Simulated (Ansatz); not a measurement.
Convergence test for Ti₃Al (P6_3/mmc, 8 atoms in the cell)

```
CELL_PARAMETERS angstrom
      5.97029     0.00000     0.00000
     -2.98515     5.17042     0.00000
      0.00000     0.00000     4.78864
ATOMIC_POSITIONS crystal
  Ti 0.83920 0.67840 0.25000
  Ti 0.16080 0.83920 0.75000
  Ti 0.32160 0.16080 0.25000
  Ti 0.16080 0.32160 0.75000
  Ti 0.83920 0.16080 0.25000
  Ti 0.67840 0.83920 0.75000
  Al 0.33333 0.66667 0.25000
  Al 0.66667 0.33333 0.75000
```

Method of the run: LDA (PW92), default PAW files made with PBE (plane waves; Ansatz, a quantum-chemistry and plane-wave program).

The starting cell was generated: these elements placed on a structure prototype, without a prior relaxation; it need not be a known phase or ordering of this composition. Its lattice was rescaled by a random factor within 2.5 % of one. Spin polarisation is off. In the base run, with a pressure of about -15 GPa the cell is away from its equilibrium volume at this level. Ansatz's pressure includes its estimate of the finite-basis (Pulay) stress.

Held fixed: kpoints.mp_grid.grid = 5 5 5; hamiltonian.xc = lda; hamiltonian.pseudopotentials = {kind: paw} (the program's default PAW files); scf.occupations.method = methfessel_paxton; scf.occupations.width = 0.136 eV.

ΔF is the free energy per atom less that of the last row (840 eV).

The first pressure column holds Ansatz's estimate of the finite-basis (Pulay) stress, which hides part of the cutoff error; the other is without it.

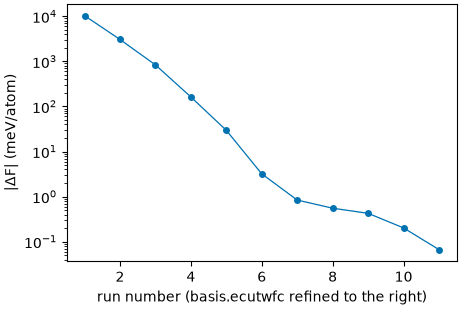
Fig. 1. Size of the energy error against the last run of the series; values under 0.01 meV/atom are drawn at 0.01.

```json
[
 {"basis.ecutwfc": "170 eV", "ΔF (meV/atom)": "10372.2", "pressure (GPa)": "-10.89", "largest force (eV/Å)": "0.066", "pressure at a fixed set of plane waves (GPa)": "-302.36", "plane waves": "743", "iterations": "8"},
 {"basis.ecutwfc": "210 eV", "ΔF (meV/atom)": "3069.7", "pressure (GPa)": "-13.33", "largest force (eV/Å)": "1.015", "pressure at a fixed set of plane waves (GPa)": "-130.64", "plane waves": "1001", "iterations": "7"},
 {"basis.ecutwfc": "250 eV", "ΔF (meV/atom)": "837.4", "pressure (GPa)": "-16.35", "largest force (eV/Å)": "0.332", "pressure at a fixed set of plane waves (GPa)": "-57.37", "plane waves": "1339", "iterations": "7"},
 {"basis.ecutwfc": "295 eV", "ΔF (meV/atom)": "162.7", "pressure (GPa)": "-15.44", "largest force (eV/Å)": "0.488", "pressure at a fixed set of plane waves (GPa)": "-26.29", "plane waves": "1687", "iterations": "7"},
 {"basis.ecutwfc": "335 eV", "ΔF (meV/atom)": "29.6", "pressure (GPa)": "-15.06", "largest force (eV/Å)": "0.517", "pressure at a fixed set of plane waves (GPa)": "-17.74", "plane waves": "2061", "iterations": "7"},
 {"basis.ecutwfc": "380 eV", "ΔF (meV/atom)": "3.2", "pressure (GPa)": "-15.16", "largest force (eV/Å)": "0.519", "pressure at a fixed set of plane waves (GPa)": "-15.49", "plane waves": "2475", "iterations": "7"},
 {"basis.ecutwfc": "420 eV", "ΔF (meV/atom)": "0.84", "pressure (GPa)": "-15.17", "largest force (eV/Å)": "0.518", "pressure at a fixed set of plane waves (GPa)": "-15.21", "plane waves": "2873", "iterations": "7"},
 {"basis.ecutwfc": "485 eV", "ΔF (meV/atom)": "0.55", "pressure (GPa)": "-15.17", "largest force (eV/Å)": "0.518", "pressure at a fixed set of plane waves (GPa)": "-15.18", "plane waves": "3629", "iterations": "7"},
 {"basis.ecutwfc": "545 eV", "ΔF (meV/atom)": "0.43", "pressure (GPa)": "-15.17", "largest force (eV/Å)": "0.518", "pressure at a fixed set of plane waves (GPa)": "-15.18", "plane waves": "4303", "iterations": "7"},
 {"basis.ecutwfc": "630 eV", "ΔF (meV/atom)": "0.20", "pressure (GPa)": "-15.17", "largest force (eV/Å)": "0.519", "pressure at a fixed set of plane waves (GPa)": "-15.18", "plane waves": "5299", "iterations": "7"},
 {"basis.ecutwfc": "735 eV", "ΔF (meV/atom)": "0.07", "pressure (GPa)": "-15.18", "largest force (eV/Å)": "0.519", "pressure at a fixed set of plane waves (GPa)": "-15.18", "plane waves": "6663", "iterations": "7"},
 {"basis.ecutwfc": "840 eV", "ΔF (meV/atom)": "0.00", "pressure (GPa)": "-15.18", "largest force (eV/Å)": "0.519", "pressure at a fixed set of plane waves (GPa)": "-15.18", "plane waves": "8153", "iterations": "7"}
]
```

Energy within 10 meV/atom of the last row: from basis.ecutwfc = 380 eV on; the one before it is off by 30 meV/atom.

Pressure within 0.2 GPa of the last row: from basis.ecutwfc = 335 eV on; the one before it is off by 0.26 GPa. The value it settles on is -15.2 GPa at this level of theory and with the other settings as held.

Keys are those of Ansatz 0.2.
